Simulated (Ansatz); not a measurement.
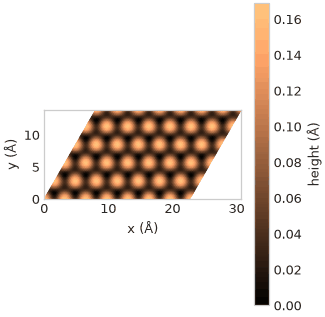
*Simulated constant-current image at -1.4 V from a Fermi level inside the gap (filled states down to 0.4 eV under the valence edge)*

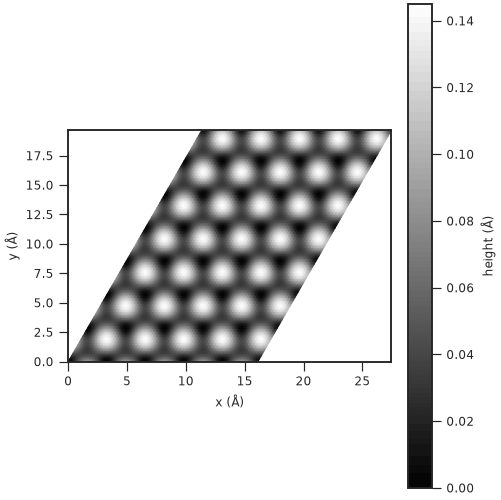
Figure: Simulated constant-current image at +2.0 V from a Fermi level inside the gap (empty states up to 1.0 eV over the conduction edge)

These are PBE, Tersoff-Hamann images (plane waves, PAW; Ansatz, a program for electronic structure) values and carry that method's errors.

Mesh 18×18×1, no spin-orbit coupling, no spin polarisation; biases count from the run's Fermi level. The set point is the mean density 3.5 Å over the top atom.

The sample is: single layer of P (symmetry P-3m1 as a slab, 2 atoms a cell). Atoms are numbered in the order of this list of the upper atoms (x, y, depth in Å): P1 (0.0, 0.0, 0.0); P2 (1.6, 0.9, 1.2).

Problem. Which sites are bright, and how large is the corrugation?

Solution. At -1.4 V the maximum lies over P1 and the sites alike, corrugation about 0.17 Å. At +2.0 V the maximum lies off the atoms, 1.9 Å sideways from P1, corrugation about 0.15 Å.
